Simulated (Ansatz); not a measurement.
Given this structure, the input geometry of an electronic-structure calculation (not necessarily at equilibrium), written in its standard cell:

```yaml
crystal:
  lattice:
    - [3.02000, 0.00000, 0.00000]
    - [0.00000, 3.02000, 0.00000]
    - [0.00000, 0.00000, 3.02000]
  atoms:
    - { symbol: V, position: [0.00000, 0.00000, 0.00000] }
    - { symbol: V, position: [0.50000, 0.50000, 0.50000] }
```

**Predict the [110] zone-axis pattern (80 kV, kinematic, B = 0.8 Å²).**

The spots form a rectangular net whose two shortest vectors correspond to d = 2.14 Å and 1.51 Å, 90.0° apart. They are 1 -1 0 and 0 0 2. The pattern has symmetry 2mm. The lattice centring (I) removes all reflections that break h + k + l = 2n.

Strongest reflections with d > 0.80 Å, one of each family (|F|² from tabulated Gaussian fits of the electron scattering factors, times a small damping for the curvature of the Ewald sphere):

```json
{"hkl": "1 -1 0", "d (Å)": "2.135", "I (strongest = 100)": "100"}
{"hkl": "0 0 2", "d (Å)": "1.510", "I (strongest = 100)": "44"}
{"hkl": "1 -1 2", "d (Å)": "1.233", "I (strongest = 100)": "25"}
{"hkl": "2 -2 0", "d (Å)": "1.068", "I (strongest = 100)": "15"}
{"hkl": "2 -2 2", "d (Å)": "0.872", "I (strongest = 100)": "7"}
```

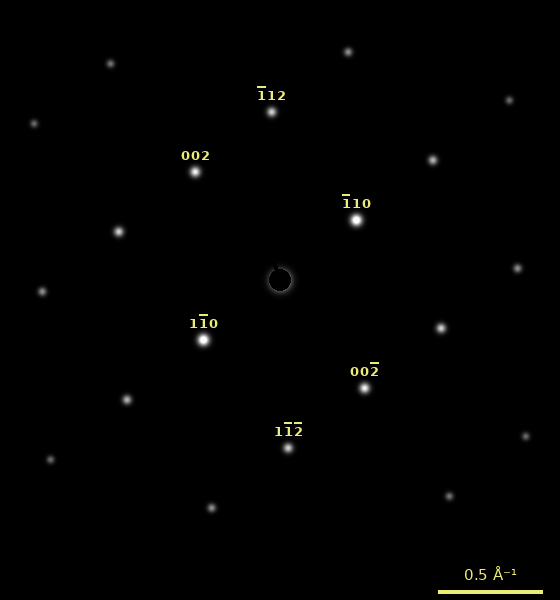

Calculated pattern, seen from the source side with [110] pointing towards the source.
